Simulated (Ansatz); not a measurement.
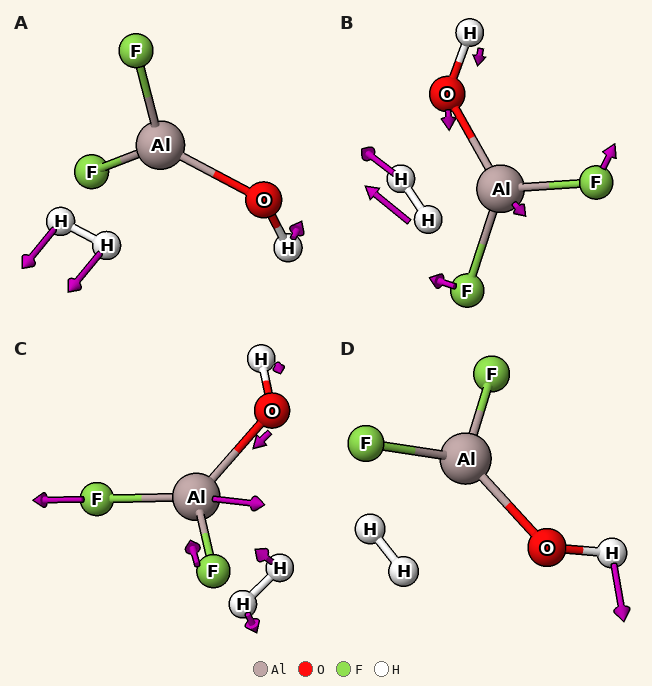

4 normal modes of one molecule or complex, as arrows. Harmonic vibrations computed with RKS PBE0-D4/def2-TZVP (Ansatz 0.2.0) at a stationary point of the same level.

### Match the panels to the wavenumbers 250 cm⁻¹, 405 cm⁻¹, 620 cm⁻¹, 927 cm⁻¹.

A: 405 cm⁻¹
B: 250 cm⁻¹, F–Al–F bending
C: 927 cm⁻¹, out-of-phase stretching of 2 Al–F bonds
D: 620 cm⁻¹, Al–O–H bending
